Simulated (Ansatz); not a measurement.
# Run report: BNH₄OF₂, nudged elastic band (part 2 of 2)

The same run, continued: BNH₄OF₂; RHF/def2-SVP (Ansatz 0.2.0). It belongs to a series of runs on one base structure; here: band between the two ends.

Geometry of the input (Å):
```
B  0.2419  -0.2734  -0.0754
F  0.3900  -0.7838  1.1363
N  1.2724  -0.3039  -1.0058
H  2.1917  -0.6108  -0.7694
H  1.1848  0.1113  -1.9086
F  -0.9595  0.1830  -0.3898
O  0.3305  2.1340  1.3731
H  0.3326  1.6035  2.1564
H  -0.5823  2.2367  1.1467
```

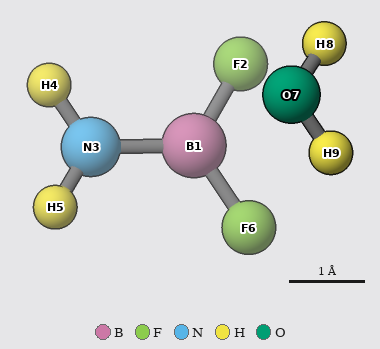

The structure as given in the input (ball-and-stick view, seen at a tilt; atoms are numbered from 1 in the order of the input).

### Log, continued
```
NEB iter  50: max|band force component| = 4.408e-1 eV/Å  barrier→ = 1.8531 eV  barrier← = 1.6180 eV  CI = image 4  Δτ_max = 0.0798 Å  (255 SCF iters)
NEB iter  51: max|band force component| = 3.431e-1 eV/Å  barrier→ = 1.8531 eV  barrier← = 1.6180 eV  CI = image 4  Δτ_max = 0.0799 Å  (255 SCF iters)
NEB iter  52: max|band force component| = 2.870e-1 eV/Å  barrier→ = 1.8531 eV  barrier← = 1.6180 eV  CI = image 4  Δτ_max = 0.0786 Å  (253 SCF iters)
NEB iter  53: max|band force component| = 2.216e-1 eV/Å  barrier→ = 1.8531 eV  barrier← = 1.6180 eV  CI = image 4  Δτ_max = 0.0789 Å  (255 SCF iters)
NEB iter  54: max|band force component| = 2.867e-1 eV/Å  barrier→ = 1.8531 eV  barrier← = 1.6180 eV  CI = image 4  Δτ_max = 0.0393 Å  (255 SCF iters)
NEB iter  55: max|band force component| = 3.123e-1 eV/Å  barrier→ = 1.8531 eV  barrier← = 1.6180 eV  CI = image 4  Δτ_max = 0.0198 Å  (256 SCF iters)
NEB iter  56: max|band force component| = 8.547e-2 eV/Å  barrier→ = 1.8531 eV  barrier← = 1.6180 eV  CI = image 4  Δτ_max = 0.0398 Å  (257 SCF iters)
NEB iter  57: max|band force component| = 6.563e-2 eV/Å  barrier→ = 1.8531 eV  barrier← = 1.6180 eV  CI = image 4  Δτ_max = 0.0398 Å  (257 SCF iters)
NEB iter  58: max|band force component| = 8.954e-2 eV/Å  barrier→ = 1.8531 eV  barrier← = 1.6180 eV  CI = image 4  Δτ_max = 0.0198 Å  (256 SCF iters)
NEB iter  59: max|band force component| = 5.166e-2 eV/Å  barrier→ = 1.8531 eV  barrier← = 1.6180 eV  CI = image 4  Δτ_max = 0.0197 Å  (258 SCF iters)
the calculation of the forces begins
reference -9662.72868098 eV, -355.0987293932 hartree; 21, 21 occupied and 69, 69 virtual orbitals, 965 factors
964 factors; integrals over basis functions are off by at most 1.6e-3 eV
mean field evaluation 3648: about -9661.1481 eV, gradient 1.5e-5 eV
mean field -9661.14809454 eV, -355.0406439131 hartree, gradient 6.4e-6 eV, S^2 0.000000; 1 other end points of the search recorded, 0 dependent functions left out
the calculation of the forces begins
reference -9661.14809454 eV, -355.0406439131 hartree; 21, 21 occupied and 69, 69 virtual orbitals, 964 factors
NEB iter  60: max|band force component| = 3.595e-2 eV/Å  barrier→ = 1.8531 eV  barrier← = 1.6180 eV  CI = image 4  Δτ_max = 0.0000 Å  (647 SCF iters)
```

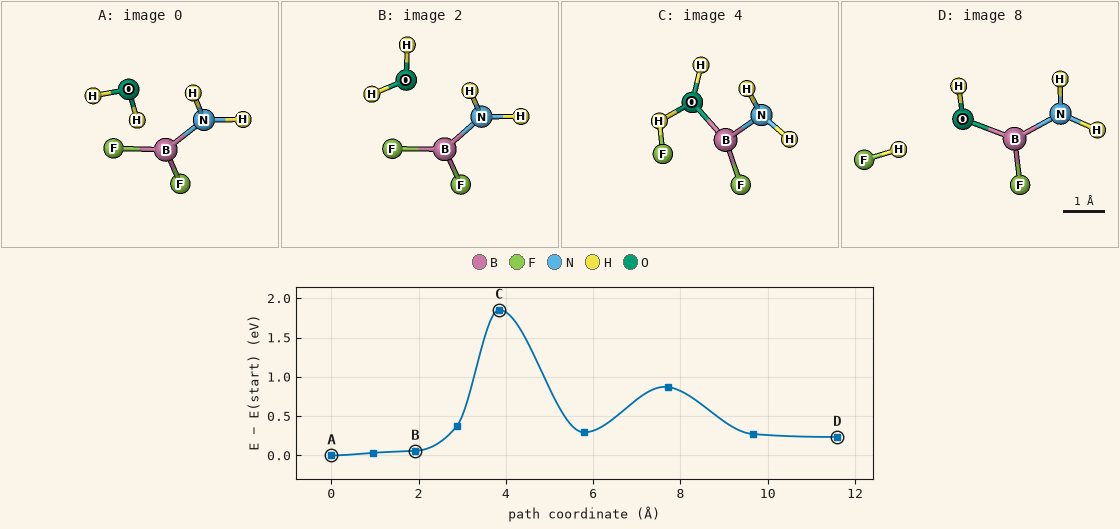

Images of the last band (counted from 0; ball-and-stick, seen at a tilt) above the energy along the path; the line is a cubic interpolation that uses the forces. The highest image is number 4, 1.853 eV above the start and 1.618 eV above the end (the climbing image); the end lies 0.235 eV above the start. The path is 11.59 Å long. The band converged in 60 iterations.

```
Total energy: -9661.14809454 eV, -355.0406439131 hartree
Atom 0 at     0.062838     0.453692    -0.054667 Å, force     0.000087    -0.000012    -0.000106 eV/Å
Atom 1 at    -0.114283    -0.581179     1.300450 Å, force    -0.000027    -0.000080     0.000005 eV/Å
Atom 2 at     1.283175     0.245914    -0.762800 Å, force    -0.000021    -0.000096     0.000036 eV/Å
Atom 3 at     2.117335     0.021906    -0.258925 Å, force    -0.000016     0.000071     0.000000 eV/Å
Atom 4 at     1.219770    -0.284311    -1.609206 Å, force    -0.000027     0.000024     0.000008 eV/Å
Atom 5 at    -1.090693     0.388719    -0.703275 Å, force    -0.000012     0.000024     0.000034 eV/Å
Atom 6 at     0.075502     1.504057     1.025701 Å, force     0.000047    -0.000052    -0.000018 eV/Å
Atom 7 at     0.869366     2.016775     1.080530 Å, force    -0.000029     0.000033     0.000042 eV/Å
Atom 8 at    -0.020813     0.531028     1.645592 Å, force    -0.000002     0.000088    -0.000001 eV/Å
Dipole moment:     0.727054     0.303344     0.179132 e Å
this run last wrote the band of iteration 60 to [file]; this run last wrote the band within `neb.f_tol` of iteration 29 to [file]
```

### The last band as extended XYZ (Å, eV, eV/Å)
```
9
Properties=species:S:1:pos:R:3:forces:R:3 image=0 energy=-9663.00118
B     0.2419   -0.2734   -0.0754    0.0000  -0.0001   0.0002
F     0.3900   -0.7838    1.1363    0.0003   0.0000  -0.0002
N     1.2724   -0.3039   -1.0058    0.0001   0.0001   0.0001
H     2.1917   -0.6108   -0.7694    0.0002  -0.0002  -0.0002
H     1.1848    0.1113   -1.9086   -0.0005   0.0000  -0.0003
F    -0.9595    0.1830   -0.3898    0.0003  -0.0001   0.0005
O     0.3305    2.1340    1.3731   -0.0013  -0.0005   0.0014
H     0.3326    1.6035    2.1564   -0.0010   0.0002  -0.0013
H    -0.5823    2.2367    1.1467    0.0018   0.0007  -0.0003
9
Properties=species:S:1:pos:R:3:forces:R:3 image=1 energy=-9662.96831
B     0.1415   -0.2837   -0.1420    0.0037  -0.0023   0.0018
F     0.1728   -0.7853    1.0835    0.0102   0.0000   0.0029
N     1.2787   -0.2786   -0.9428    0.0002  -0.0026  -0.0043
H     2.1724   -0.5566   -0.5983    0.0020  -0.0028  -0.0086
H     1.2854    0.1342   -1.8508   -0.0041  -0.0004  -0.0036
F    -1.0324    0.1056   -0.6021    0.0019   0.0025   0.0098
O     0.2050    2.1103    1.2174    0.0078   0.0015  -0.0014
H     0.8226    1.9343    1.9113   -0.0054  -0.0139   0.0202
H    -0.6439    1.9165    1.5873   -0.0162   0.0180  -0.0169
9
Properties=species:S:1:pos:R:3:forces:R:3 image=2 energy=-9662.94292
B     0.0582   -0.2852   -0.1808    0.0110  -0.0219  -0.0164
F     0.0021   -0.7664    1.0537   -0.0023   0.0069   0.0016
N     1.2738   -0.2109   -0.8566   -0.0143  -0.0026   0.0094
H     2.1394   -0.4621   -0.4301    0.0074  -0.0111  -0.0162
H     1.3431    0.1406   -1.7874    0.0076   0.0076  -0.0048
F    -1.0799    0.0118   -0.7705   -0.0014  -0.0058   0.0044
O     0.0210    2.0711    1.2404    0.0055   0.0046   0.0138
H     0.9247    2.2658    1.4375    0.0022   0.0079   0.0067
H    -0.2801    1.5318    1.9573   -0.0158   0.0144   0.0015
9
Properties=species:S:1:pos:R:3:forces:R:3 image=3 energy=-9662.62482
B     0.0176   -0.0105   -0.0771   -0.0359  -0.3731  -0.0213
F    -0.0917   -0.7005    1.0770    0.0080  -0.1289  -0.2176
N     1.2687    0.0866   -0.7311   -0.0132  -0.1071   0.0203
H     2.1062   -0.2044   -0.2730   -0.0111  -0.1856  -0.0224
H     1.2953   -0.0438   -1.7200    0.0609   0.2474  -0.1145
F    -1.0994    0.2199   -0.7418   -0.0067  -0.1006  -0.0376
O     0.0117    1.7173    1.1522   -0.0479   0.1544   0.1349
H     0.8668    2.1167    1.0921    0.0079   0.0524   0.0590
H     0.0271    1.1154    1.8850    0.0379   0.4410   0.1992
9
Properties=species:S:1:pos:R:3:forces:R:3 image=4 energy=-9661.14810
B     0.0628    0.4537   -0.0547    0.0001   0.0000  -0.0001
F    -0.1143   -0.5812    1.3005    0.0000  -0.0001   0.0000
N     1.2832    0.2459   -0.7628    0.0000  -0.0001   0.0000
H     2.1173    0.0219   -0.2589    0.0000   0.0001   0.0000
H     1.2198   -0.2843   -1.6092    0.0000   0.0000   0.0000
F    -1.0907    0.3887   -0.7033    0.0000   0.0000   0.0000
O     0.0755    1.5041    1.0257    0.0000  -0.0001   0.0000
H     0.8694    2.0168    1.0805    0.0000   0.0000   0.0000
H    -0.0208    0.5310    1.6456    0.0000   0.0001   0.0000
9
Properties=species:S:1:pos:R:3:forces:R:3 image=5 energy=-9662.70737
B     0.1712    0.6917   -0.5095    0.0231   0.0223  -0.0147
F    -0.2637   -0.2312    2.7841   -0.0276  -0.0070   0.0017
N     1.3794    0.1551   -0.9670   -0.0135  -0.0163  -0.0017
H     2.2265    0.1494   -0.4403    0.0081   0.0152  -0.0293
H     1.4201   -0.3739   -1.8132    0.0085   0.0025   0.0039
F    -0.9313    0.5171   -1.2183   -0.0056  -0.0159   0.0284
O     0.0386    1.4023    0.6493    0.0116  -0.0052  -0.0134
H     0.8534    1.6443    1.0611    0.0067   0.0044   0.0051
H    -0.4919    0.3417    2.1172   -0.0115   0.0001   0.0199
9
Properties=species:S:1:pos:R:3:forces:R:3 image=6 energy=-9662.13141
B     0.2592    0.6715   -0.3208   -0.0352  -0.0191  -0.0042
F    -0.2196   -0.2841    2.2387   -0.0127   0.0040   0.0024
N     1.5560    0.0936   -0.6126    0.0290  -0.0082   0.0178
H     1.6281   -0.8596   -0.3016   -0.0401  -0.0429  -0.0603
H     1.7932    0.1079   -1.5900    0.0282   0.0545   0.0303
F    -0.8764    0.0585   -0.6282    0.0107  -0.0458   0.0227
O     0.1130    1.8691    0.2742    0.0088   0.0224   0.0118
H     0.9440    2.2445    0.5225    0.0007   0.0108  -0.0170
H    -0.7953    0.3951    2.0811    0.0106   0.0241  -0.0035
9
Properties=species:S:1:pos:R:3:forces:R:3 image=7 energy=-9662.72868
B     0.2406    0.4175   -0.3730   -0.0024  -0.0065  -0.0012
F    -0.6420    0.3446    2.7316   -0.0107   0.0158   0.0150
N     1.4405   -0.0843   -0.8873   -0.0035  -0.0043  -0.0103
H     1.4576   -0.9405   -1.4006   -0.0038   0.0000  -0.0371
H     2.3404    0.3163   -0.7356    0.0158   0.0119   0.0247
F    -0.8905   -0.2199   -0.6195   -0.0001  -0.0106   0.0013
O     0.1316    1.5416    0.3941    0.0002  -0.0110   0.0064
H     0.9315    2.0209    0.5396   -0.0028  -0.0062   0.0025
H    -0.6073    0.9002    2.0140    0.0073   0.0110  -0.0013
9
Properties=species:S:1:pos:R:3:forces:R:3 image=8 energy=-9662.76611
B     0.4303    0.1122   -0.2779    0.0088  -0.0068  -0.0066
F    -1.3801    1.3142    2.8369    0.0042  -0.0009  -0.0083
N     1.4909    0.0081   -1.1848    0.0104   0.0045  -0.0020
H     1.4536   -0.6339   -1.9490   -0.0079   0.0017   0.0049
H     2.3345    0.5383   -1.1404   -0.0126  -0.0019   0.0048
F    -0.6388   -0.6485   -0.4344   -0.0003  -0.0004  -0.0003
O     0.4062    0.9603    0.7903    0.0071   0.0069  -0.0033
H     1.1631    1.5115    0.9081   -0.0036  -0.0047   0.0014
H    -0.8575    1.1346    2.1145   -0.0060   0.0015   0.0093
```
